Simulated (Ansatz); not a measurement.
# Calculations on TiSi₃Ni₃Sn

**1. Relaxation**

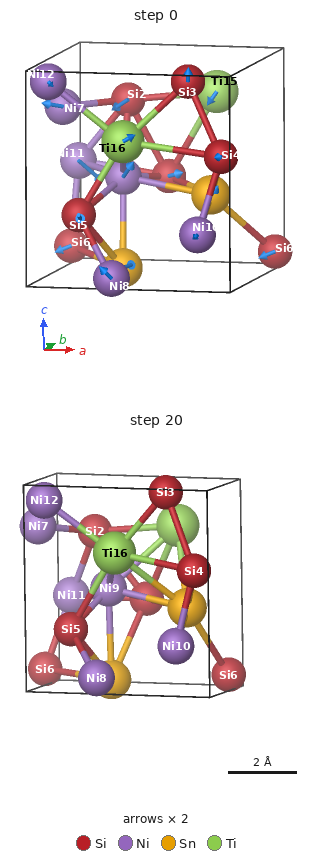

The structure of an amorphous cell of composition TiSi3Ni3Sn (coarse preliminary run) before (top) and after (bottom) a relaxation, at one scale. The blue arrows give the displacements (the part carried along by the change of the cell is left out), 2 times their true length.

The picture is a ball-and-stick view of the cell of the calculation, seen slightly off an axis.

Case: the quenched liquid.

Computed with DFT PBE, scalar-relativistic, plane waves, PAW in Ansatz 0.2.0. (plane-wave cutoff 420 eV; k-point mesh 2 × 2 × 2; occupations gaussian; smearing width 0.1 eV; mesh shifted by (0.5, 0.5, 0.5); no spin polarisation; cell and atoms relaxed; force threshold 0.04 eV/Å; at most 70 steps)

**Describe what moved and what it gained.**

The energy falls by 2.667 eV per cell of the calculation in 15 accepted moves (20 points after the start). The largest force component goes from 1 to 0.028 eV/Å. Pressure: −8.14 GPa at the start and 0.06 GPa at the end. The line search rejected the trial steps at points 11, 13, 15 of the run. The SCF was repeated twice at an unchanged geometry on a basis and grid sized afresh for the cell, which shifted the energy by 12.1 meV per cell of the calculation at most. The atom that moves furthest relative to the cell is a Ni atom (0.58 Å along [1 1 −1]). By element the largest moves are Ni 0.58 Å, Sn 0.37 Å, Si 0.36 Å, Ti 0.26 Å. The volume changes by −10.3 %, with a 6.248 → 5.862 Å (−6.2 %), b 6.323 → 6.497 Å (+2.7 %), c 6.435 → 6.276 Å (−2.5 %), α 90.7° → 100.7°, β 89.4° → 87.1°, γ 91.2° → 103.9°. Among the contacts that change: Ni–Ti 3.762 → 2.796 Å, Si–Si 2.434 → 3.260 Å, Si–Si 3.494 → 2.683 Å, Si–Sn 3.616 → 2.930 Å. New bonds form: Ni–Ti (3.76 → 2.80 Å). Among the angles between lasting bonds that change: Si–Ni–Sn 156.0° → 124.1°, Ni–Sn–Ni 55.6° → 85.2°, Si–Sn–Ni 103.8° → 130.4°. The run took 4.6 min on 2 threads of Arm Neoverse V1 (shared host), peak memory 0.71 GiB.

Limits of the set-up: the periodic images lie only 6.2 Å apart, so the values are limited by the cell's size.

**2. Dynamics**

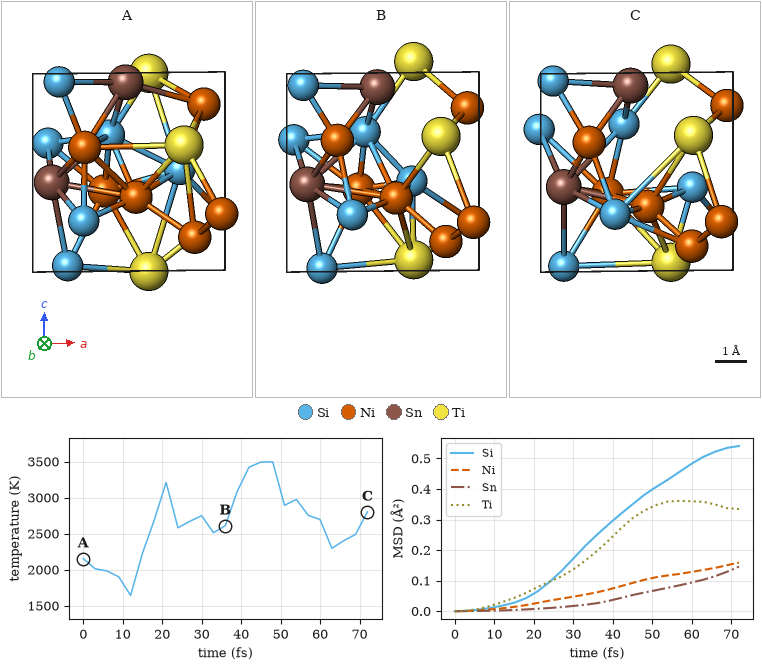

Molecular dynamics of an amorphous cell of composition TiSi3Ni3Sn (16 atoms in the cell), 72 fs long. Frames (A at 0 fs, B at 36 fs, C at 72 fs) and the history of the run. A ball-and-stick model of the simulation cell, seen along the b axis. Bonds to atoms that aren't drawn are left out.

Method: Ansatz 0.2.0, DFT PBE, scalar-relativistic, plane waves, PAW. Settings: plane-wave cutoff 320 eV; k-point mesh 1 × 1 × 1; Fermi-Dirac smearing 0.198 eV; set temperature 2300 K; time step 3 fs.

> What do the frames and curves show?

The mean temperature in the second half is 2879 K (standard deviation 387 K). The potential energy in the second half lies on average 78.1 meV per atom below the first frame. The mean pressure there is 6.4 GPa. Root-mean-square distances from the starting positions over the second half, with the common drift of all atoms taken out: Si 0.65 Å, Ti 0.56 Å, Ni 0.34 Å, Sn 0.28 Å. The run lasts only 72 fs, too short to tell vibration from diffusion.

Limits of the set-up: the cutoff lies below the recommended one; the periodic images lie only 6.2 Å apart, so the values are limited by the cell's size.

The run took 40 s on 2 threads of Arm Neoverse V1 (shared host), peak memory 0.45 GiB.

**3. Dynamics**

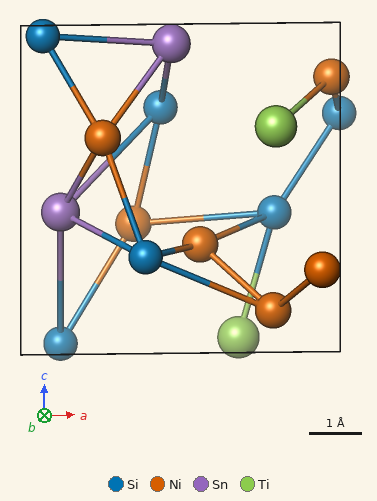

Starting frame of a dynamics run of an amorphous cell of composition TiSi₃Ni₃Sn (16 atoms in the cell). A ball-and-stick model of the simulation cell, seen along the b axis. Bonds to atoms that aren't drawn are left out.

Theory: DFT PBE, scalar-relativistic, plane waves, PAW in Ansatz.

Input
```yaml
crystal:
  lattice:
    - [6.247967, -0.065545, 0.034649]
    - [-0.065545, 6.322786, -0.037293]
    - [0.034649, -0.037293, 6.435201]
  atoms:
    - { symbol: Si, position: [0.7899189508, 0.8090798453, 0.4209156703] }
    - { symbol: Si, position: [0.4338481376, 0.7950077401, 0.7437580698] }
    - { symbol: Si, position: [0.0655944561, 0.2634859476, 0.9639718297] }
    - { symbol: Si, position: [0.9929622342, 0.9371414425, 0.7207016082] }
    - { symbol: Si, position: [0.3874221115, 0.2334459558, 0.2888479596] }
    - { symbol: Si, position: [0.1210843351, 0.8631980952, 0.0292584935] }
    - { symbol: Ni, position: [0.9689495716, 0.5933300123, 0.8312304755] }
    - { symbol: Ni, position: [0.7863570883, 0.3531889762, 0.123400432] }
    - { symbol: Ni, position: [0.557819871, 0.5111328645, 0.326111219] }
    - { symbol: Ni, position: [0.9407095542, 0.0653660844, 0.2451255] }
    - { symbol: Ni, position: [0.3492212185, 0.904612831, 0.3914195288] }
    - { symbol: Ni, position: [0.2530769716, 0.2504018562, 0.6525078399] }
    - { symbol: Sn, position: [0.1210181294, 0.5143502677, 0.4286819372] }
    - { symbol: Sn, position: [0.4674640882, 0.420909877, 0.9367848911] }
    - { symbol: Ti, position: [0.6778379808, 0.8660951327, 0.0428943243] }
    - { symbol: Ti, position: [0.7953308721, 0.2665522985, 0.6821010136] }
  symmetry: { detect: false }
basis:
  ecutwfc: 420
  xc_grid: 1
kpoints:
  mp_grid: { grid: [1, 1, 1], shift: [0.25, 0.25, 0.25] }
hamiltonian:
  xc: pbe
scf:
  occupations: { method: fermi_dirac, width: 0.1982 }
  lower_state_search: "off"
  convergence: { dr2_threshold: 1.0e-05 }
output:
  forces: true
  stress: true
md:
  timestep: 3.0
  n_steps: 175
  ensemble: nvt_langevin
  friction: 0.03
  temperature: 2300.0
  initial_velocities: maxwell_boltzmann
  seed: 28790
```

Run as
```bash
ansatz run input.yaml --threads 2 --pin off --max-ram 5120MiB --backend cpu --events-out ev --progress --plain --runs-dir out
```

### Predict how the run goes.

The mean temperature in the second half is 2457 K (standard deviation 482 K). The potential energy in the second half lies on average 121 meV per atom below the first frame. The mean pressure there is 3.7 GPa. In the second half of the run the atoms are, in the root-mean-square, this far from where they began (common drift taken out): Ti 0.78 Å, Ni 0.76 Å, Si 0.72 Å, Sn 0.49 Å. Against the typical shortest distance between atoms in the first frame, about 2.2 Å these are large excursions, but over 525 fs one can't yet tell strong vibration from the start of diffusion. Bond changes: one Si–Si contact opens and closes in turn; 2 Si–Si bonds break between 243 fs and 270 fs; 2 Si–Si bonds form between 369 fs and 396 fs.

Along the run (each row but the first and the last is the mean over the interval that it begins):

```json
{"time (fs)": "0.0", "potential energy (meV/atom)": "0.0", "T (K)": "2156", "p (GPa)": "4.7"}
{"time (fs)": "63.0", "potential energy (meV/atom)": "-180.3", "T (K)": "2413", "p (GPa)": "1.0"}
{"time (fs)": "126.0", "potential energy (meV/atom)": "-159.9", "T (K)": "2376", "p (GPa)": "1.5"}
{"time (fs)": "189.0", "potential energy (meV/atom)": "-182.8", "T (K)": "2237", "p (GPa)": "0.6"}
{"time (fs)": "252.0", "potential energy (meV/atom)": "-103.0", "T (K)": "2402", "p (GPa)": "4.8"}
{"time (fs)": "315.0", "potential energy (meV/atom)": "-148.5", "T (K)": "2187", "p (GPa)": "0.6"}
{"time (fs)": "378.0", "potential energy (meV/atom)": "-95.3", "T (K)": "2210", "p (GPa)": "4.5"}
{"time (fs)": "441.0", "potential energy (meV/atom)": "-158.9", "T (K)": "2915", "p (GPa)": "3.2"}
{"time (fs)": "504.0", "potential energy (meV/atom)": "-83.4", "T (K)": "2406", "p (GPa)": "6.4"}
```

The paths of the atoms:

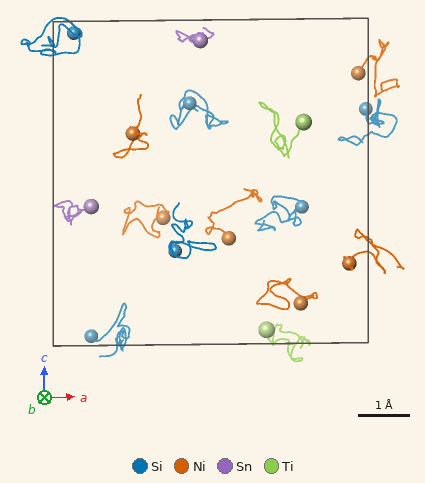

Limits of the set-up: the periodic images lie only 6.2 Å apart, so the values are limited by the cell's size.
